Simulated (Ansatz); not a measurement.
# Ir (Fm-3m): Migdal–Eliashberg transition temperature

What Tc do the phonons of Ir (Fm-3m) give, and how does it depend on μ*? The cell shown first is a relaxed one, from steps not shown here.

Program: Ansatz 0.2.0. Level of theory: DFT PBE, scalar-relativistic, plane waves, PAW. Results are calculated unless marked as measured.

**Measured values to reproduce.**

For Ir (bulk crystal), “List of superconductors” (2026, Wikipedia's table of superconducting elements, as read in December) quotes earlier work: superconducting transition temperature (bulk, normal pressure) 0.14 K.

This is a report of a sequence of runs, with most program output left out.

### Step 1. The cell after earlier relaxation steps

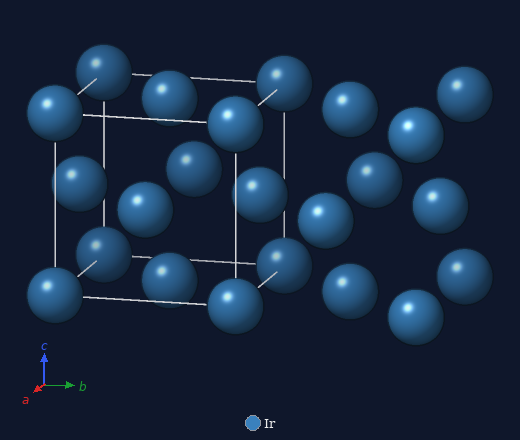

Start, viewed slightly off an axis; iridium blue. 1×2×1 cells are drawn. This picture shows the conventional cell, with its axes. Some periodic images of atoms are drawn too.

### Step 2. Coupling and resistivity: q 3×3×3, k 9×9×9, scattering 16×16×16

The run that gives the couplings also evaluates McMillan's and Allen and Dynes's formulas and, where asked, the Eliashberg equations, over a range of μ*.

input.yaml

```yaml
crystal:
  lattice:
    - [0.0, 1.9357158509, 1.9357158509]
    - [1.9357158509, 0.0, 1.9357158509]
    - [1.9357158509, 1.9357158509, 0.0]
  atoms:
    - { symbol: Ir, position: [0.0, 0.0, 0.0] }
kpoints:
  mp_grid: { grid: [9, 9, 9] }
hamiltonian:
  xc: pbe
scf:
  occupations: { method: methfessel_paxton, width: 0.2 }
output:
  eigenvalues: true
phonons:
  method: dfpt
  qmesh: [3, 3, 3]
  temperatures: { t_max: 1000, t_step: 50 }
  qpath:
    path:
      - [[0.0, 0.0, 0.0], [0.5, 0.0, 0.5], [0.625, 0.25, 0.625]]
      - [[0.375, 0.375, 0.75], [0.0, 0.0, 0.0], [0.5, 0.5, 0.5], [0.5, 0.25, 0.75], [0.5, 0.0, 0.5]]
    npoints: 10
  electrical_resistivity:
    mesh: [16, 16, 16]
    temperatures: [20.0, 50.0, 80.0, 100.0, 150.0, 200.0, 273.0, 300.0, 400.0, 500.0, 600.0, 800.0]
  superconductivity: { mesh: [16, 16, 16] }
```

Run with:

```console
$ ansatz run input.yaml --threads 4 --pin off --max-ram 10240MiB --backend cpu --events-out ev --progress --plain --runs-dir out
```

Elapsed: 71 s, on 4 threads of Intel Xeon Platinum 8488C (Sapphire Rapids), shared host; peak memory 1.4 GiB; 4.2 min of CPU time.

Numbers from this step:

| Item | Value |
| --- | --- |
| volume per atom | 14.51 Å³ |
| metallic on mesh | yes |
| gap on the k-mesh | 0 eV |
| zero point energy | 0.02550 eV/cell |
| share of imaginary modes in the plain interpolation between solved wavevectors | 0 |
| highest frequency, solved or plainly interpolated | 207.7 cm⁻¹ |
| Debye temperature (second moment) | 262 K |
| resistivity at 300 K | 4.996 μΩ cm |
| coupling constant λ | 0.4178 |
| density of states at the Fermi level | 0.4797 states/eV a spin and cell |
| log mean phonon energy ħω_log | 17.46 meV |
| transport coupling constant λ_tr | 0.4707, 0.4707, 0.4707 (xx, yy, zz) |
| Drude plasma energy | 10.29, 10.29, 10.29 eV (xx, yy, zz) |
| resistivity times mean free path | 3.762, 3.762, 3.762 × 10⁻¹⁶ Ω m² (xx, yy, zz) |
| second-moment phonon energy ħω₂ | 17.87 meV |
| coupling λ by branch | 0.15, 0.139, 0.129 (branches by rank of frequency) |

An empty cell: under 1 mK by a formula, or no transition down to the floor of the Eliashberg search. Transition temperatures:

```tsv
μ*	McMillan Tc (K)	Allen–Dynes Tc (K)	isotropic Fermi-surface Tc (K)	isotropic full bandwidth Tc (K)	anisotropic Fermi-surface Tc (K)	anisotropic full bandwidth Tc (K)	anisotropic narrow window Tc (K)
0.08	1.61	1.64	1.57	1.57	1.68	1.68	1.68
0.1	1.08	1.1	1.03	1.03	1.12	1.12	1.12
0.12	0.671	0.68	0.622	0.622	0.695	0.695	0.695
0.13	0.51	0.517	0.468	0.467	0.532	0.532	0.532
0.14	0.377	0.382	0.342	0.342	0.398	0.398	0.398
0.16	0.185	0.187	0.165	0.165	0.204	0.204	0.204
0.2	0.0235	0.0237	-	-	-	-	-
```

### Step 3. Electron–phonon run: q 4×4×4, k 12×12×12, scattering 20×20×20

The next rung changes the q mesh, which sets the reach of the force constants and couplings; the k mesh of the density and its response; the scattering mesh, which samples the Fermi surface.

input.yaml, the sections that differ from step 2:

```yaml
kpoints:
  mp_grid: { grid: [12, 12, 12] }
phonons:
  method: dfpt
  qmesh: [4, 4, 4]
  temperatures: { t_max: 1000, t_step: 50 }
  qpath:
    path:
      - [[0.0, 0.0, 0.0], [0.5, 0.0, 0.5], [0.625, 0.25, 0.625]]
      - [[0.375, 0.375, 0.75], [0.0, 0.0, 0.0], [0.5, 0.5, 0.5], [0.5, 0.25, 0.75], [0.5, 0.0, 0.5]]
    npoints: 10
  electrical_resistivity:
    mesh: [20, 20, 20]
    temperatures: [20.0, 50.0, 80.0, 100.0, 150.0, 200.0, 273.0, 300.0, 400.0, 500.0, 600.0, 800.0]
  superconductivity: { mesh: [20, 20, 20] }
# crystal, hamiltonian, scf, output: as in step 2
```

It took 3 min on 4 threads; peak memory 2.2 GiB.

Numbers from this step:

```
zero point energy                                 : 0.02688 eV/cell
highest frequency, solved or plainly interpolated : 194.7 cm⁻¹
Debye temperature (second moment)                 : 275 K
resistivity at 300 K                              : 5.229 μΩ cm
coupling constant λ                               : 0.416
density of states at the Fermi level              : 0.4697 states/eV a spin and cell
log mean phonon energy ħω_log                     : 17.37 meV
transport coupling constant λ_tr                  : 0.4717, 0.4717, 0.4717 (xx, yy, zz)
Drude plasma energy                               : 10.05, 10.05, 10.05 eV (xx, yy, zz)
resistivity times mean free path                  : 3.893, 3.893, 3.893 × 10⁻¹⁶ Ω m² (xx, yy, zz)
second-moment phonon energy ħω₂                   : 17.89 meV
coupling λ by branch                              : 0.153, 0.137, 0.126 (branches by rank of frequency)
```

An empty cell: under 1 mK by a formula, or no transition down to the floor of the Eliashberg search. Transition temperatures:

```tsv
μ*	McMillan Tc (K)	Allen–Dynes Tc (K)	isotropic Fermi-surface Tc (K)	isotropic full bandwidth Tc (K)	anisotropic Fermi-surface Tc (K)	anisotropic full bandwidth Tc (K)	anisotropic narrow window Tc (K)
0.08	1.57	1.6	1.53	1.53	1.64	1.64	1.64
0.1	1.05	1.07	0.995	0.995	1.09	1.09	1.09
0.12	0.649	0.658	0.6	0.6	0.68	0.68	0.68
0.13	0.492	0.498	0.449	0.449	0.52	0.52	0.52
0.14	0.362	0.367	0.327	0.327	0.388	0.388	0.388
0.16	0.176	0.178	0.157	0.157	0.199	0.199	0.199
0.2	0.0216	0.0218	-	-	-	-	-
```

### Step 4. Coupling and resistivity: q 6×6×6, k 18×18×18, scattering 24×24×24

input.yaml, the sections that differ from step 3:

```yaml
kpoints:
  mp_grid: { grid: [18, 18, 18] }
phonons:
  method: dfpt
  qmesh: [6, 6, 6]
  temperatures: { t_max: 1000, t_step: 50 }
  qpath:
    path:
      - [[0.0, 0.0, 0.0], [0.5, 0.0, 0.5], [0.625, 0.25, 0.625]]
      - [[0.375, 0.375, 0.75], [0.0, 0.0, 0.0], [0.5, 0.5, 0.5], [0.5, 0.25, 0.75], [0.5, 0.0, 0.5]]
    npoints: 10
  electrical_resistivity:
    mesh: [24, 24, 24]
    temperatures: [20.0, 50.0, 80.0, 100.0, 150.0, 200.0, 273.0, 300.0, 400.0, 500.0, 600.0, 800.0]
  superconductivity: { mesh: [24, 24, 24] }
# crystal, hamiltonian, scf, output: as in step 3
```

The job ended after 12 min (4 threads; peak memory 6.1 GiB).

This step gave:

```
zero point energy                                 : 0.02605 eV/cell
highest frequency, solved or plainly interpolated : 191.4 cm⁻¹
Debye temperature (second moment)                 : 265 K
resistivity at 300 K                              : 4.932 μΩ cm
coupling constant λ                               : 0.409
density of states at the Fermi level              : 0.4637 states/eV a spin and cell
log mean phonon energy ħω_log                     : 17.33 meV
transport coupling constant λ_tr                  : 0.4591, 0.4591, 0.4591 (xx, yy, zz)
Drude plasma energy                               : 10.27, 10.27, 10.27 eV (xx, yy, zz)
resistivity times mean free path                  : 3.828, 3.828, 3.828 × 10⁻¹⁶ Ω m² (xx, yy, zz)
second-moment phonon energy ħω₂                   : 17.84 meV
coupling λ by branch                              : 0.152, 0.136, 0.121 (branches by rank of frequency)
```

An empty cell: under 1 mK by a formula, or no transition down to the floor of the Eliashberg search. Transition temperatures:

```tsv
μ*	McMillan Tc (K)	Allen–Dynes Tc (K)	isotropic Fermi-surface Tc (K)	isotropic full bandwidth Tc (K)	anisotropic Fermi-surface Tc (K)	anisotropic full bandwidth Tc (K)	anisotropic narrow window Tc (K)
0.08	1.46	1.48	1.41	1.41	1.51	1.51	1.51
0.1	0.957	0.97	0.906	0.906	0.987	0.987	0.987
0.12	0.58	0.587	0.536	0.536	0.601	0.601	0.601
0.13	0.434	0.44	0.397	0.397	0.454	0.454	0.454
0.14	0.316	0.319	0.285	0.285	0.334	0.334	0.334
0.16	0.148	0.15	0.132	0.132	0.165	0.165	0.165
0.2	0.016	0.0162	-	-	-	-	-
```

The Eliashberg function α²F has structure finer than the step of the table below, so its rows give means over 1 meV, whole bins alone (the curve runs from 0.092 to 23.5 meV). Peaks (meV: height): α²F 17.5: 0.660, 22.1: 0.561; α²F tr 17.5: 0.753, 22.1: 0.606.

The Eliashberg function α²F by phonon energy; means over each step:

```tsv
phonon energy (meV)	α²F	α²F tr
2	2.8e-5	0
3	1.9e-4	3.6e-5
4	3.9e-4	1.1e-4
5	6.5e-4	2.5e-4
6	9.7e-4	4.7e-4
7	0.00147	8.4e-4
8	0.00232	0.00151
9	0.00414	0.00317
10	0.0116	0.0123
11	0.0235	0.0264
12	0.0428	0.0453
13	0.0764	0.0805
14	0.150	0.162
15	0.271	0.311
16	0.458	0.541
17	0.570	0.648
18	0.556	0.641
19	0.260	0.296
20	0.267	0.308
21	0.315	0.346
22	0.469	0.505
23	0.118	0.112
```

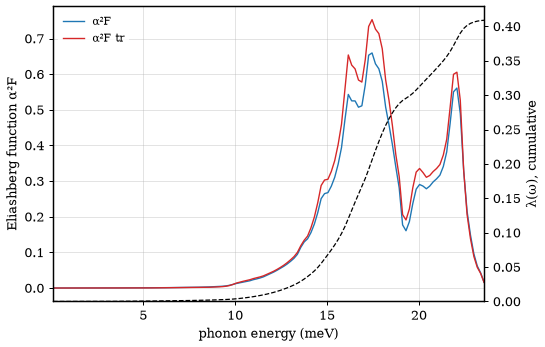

Eliashberg function α²F against phonon energy. The dashed line is the running λ.

Anisotropic full-bandwidth solution, weighted at the Fermi level. Gaps:

```tsv
mu*	T (K)	mean gap (meV)	5 % (meV)	95 % (meV)	mean Z
0.1	0.247	0.146	0.118	0.169	1.41
0.1	0.494	0.139	0.112	0.162	1.41
0.1	0.74	0.112	0.0907	0.13	1.41
0.1	0.888	0.076	0.0614	0.088	1.41
0.13	0.113	0.0665	0.0514	0.0789	1.41
0.13	0.227	0.0633	0.049	0.0751	1.41
0.13	0.34	0.051	0.0395	0.0604	1.41
0.13	0.409	0.0344	0.0267	0.0408	1.41
0.16	0.0413	0.0239	0.0174	0.0292	1.41
0.16	0.0825	0.0227	0.0166	0.0278	1.41
0.16	0.124	0.0182	0.0133	0.0223	1.41
0.16	0.149	0.0123	0.00898	0.015	1.41
```

Table of dTc/da2F by phonon energy:

```tsv
phonon energy (meV)	dTc/da2F (K/meV)
2.5	3.41
5.0	2.24
7.5	1.68
10.0	1.34
12.5	1.12
15.0	0.949
17.5	0.824
20.0	0.725
22.5	0.645
```

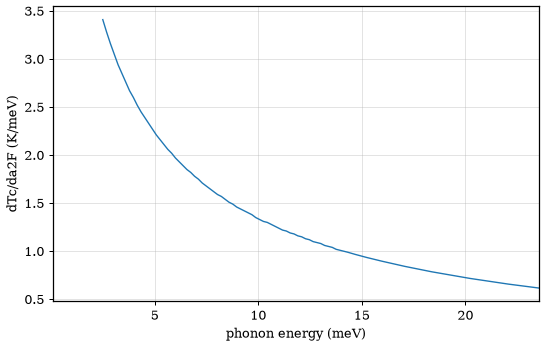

dTc/da2F, plotted against phonon energy.

Share of the Fermi-level states against lambda of a state:

```tsv
lambda of a state	share of the Fermi-level states
0.228	1.0e-4
0.252	5.0e-4
0.276	5.0e-4
0.301	0.0018
0.325	0.0493
0.349	0.103
0.373	0.141
0.398	0.223
0.422	0.226
0.446	0.141
0.471	0.0776
0.495	0.0162
0.519	0
0.543	0
0.568	0.0028
0.592	0.0061
0.616	0.0062
0.641	0.0041
0.665	8.0e-4
0.689	0
0.713	2.0e-4
0.738	0
0.762	0
0.786	0.001
```

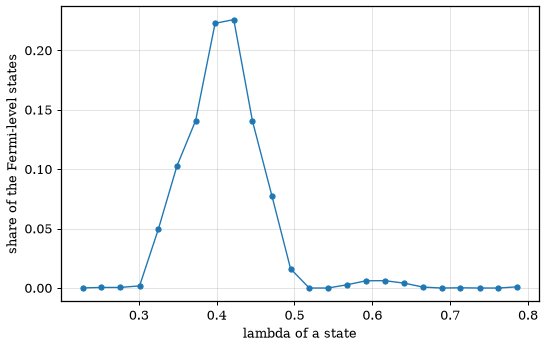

Share of the Fermi-level states against lambda of a state.

### Step 5. Results

- meshes: q 6×6×6, k 18×18×18, scattering 24×24×24
- coupling constant λ: 0.409
- log mean phonon energy ħω_log: 17.3 meV
- Allen–Dynes Tc at μ* = 0.1: 0.97 K
- Allen–Dynes Tc at μ* = 0.13: 0.44 K
- anisotropic Eliashberg Tc at μ* = 0.1: 0.987 K
- anisotropic Eliashberg Tc at μ* = 0.13: 0.454 K

**Reading.** In the last run (PBE, q 6×6×6, k 18×18×18, scattering 24×24×24), with λ = 0.41 and ħω_log = 17.3 meV, Tc at μ* = 0.13 is 0.43 K by McMillan's formula, 0.44 K by Allen and Dynes's and 0.45 K by the anisotropic Eliashberg equations. Allen and Dynes's formula meets the measured 0.14 K at μ* near 0.16. Raising μ* from 0.10 to 0.16 lowers the Allen–Dynes value from 0.97 to 0.15 K. The mean gap at a quarter of Tc gives 2Δ/k_B Tc = 3.40, against 3.53 in weak-coupling theory. The gap spreads from 0.051 to 0.079 meV over nine tenths of the Fermi surface. By the run's own test λ is not converged in the fine mesh: it moves by 4 % between the two finest, and by up to 8 % in the other runs. The run's transport test calls it not converged in the mesh; ρ(300 K) moves by 14 % in the component that moves most. λ of these runs moves by 4 to 8 % between their two finest meshes, and Tc by more, so small gaps between the runs or to the measured value rank nothing. Over the runs, λ takes the values 0.418, 0.416 and 0.409, in the order shown. No spin–orbit coupling, which matters for Ir. μ* is a typed number, phonons are harmonic, and spin fluctuations are left out; at μ* = 0.13 McMillan's formula turns 1 % in λ into about 7.4 % in Tc.

Calculation against experiment:

| quantity | measured | Allen–Dynes, PBE, q 3×3×3, fine 16×16×16 | Eliashberg, PBE, q 3×3×3, fine 16×16×16 | Allen–Dynes, PBE, q 4×4×4, fine 20×20×20 | Eliashberg, PBE, q 4×4×4, fine 20×20×20 | Allen–Dynes, PBE, q 6×6×6, fine 24×24×24 | Eliashberg, PBE, q 6×6×6, fine 24×24×24 |
| --- | --- | --- | --- | --- | --- | --- | --- |
| superconducting transition temperature (μ* = 0.13) (kelvin) | 0.14 | 0.52 (+269.3 %) | 0.53 (+280.0 %) | 0.50 (+255.7 %) | 0.52 (+271.4 %) | 0.44 (+214.3 %) | 0.45 (+224.3 %) |

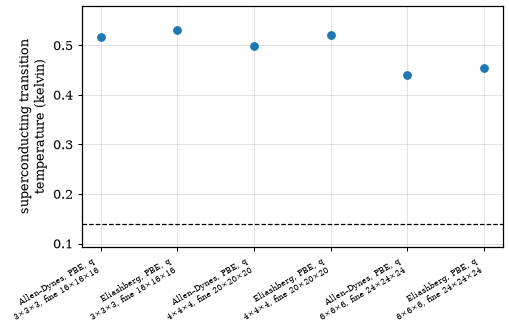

The superconducting transition temperature by level; the dashed line is the measured value.

Measured values from Wikipedia's table of superconducting elements, as read in December (2026).

**Verdict.** For the superconducting transition temperature, of the levels listed nearest comes Allen–Dynes, PBE, q 6×6×6, fine 24×24×24 (+214.3 %, a clear miss) and farthest Eliashberg, PBE, q 3×3×3, fine 16×16×16 (+280.0 %, a clear miss). Limits of convergence are named above.

[Logs are printed without paths, hosts, clocks, repeated set-up lines and the standing remarks that a program may print on its own settings, such as how far it seeks lower states.]

[Hosts, paths, dates, database ids (printed as entryN), source tags and the programs' standing remarks are cut or masked in the printed files.]
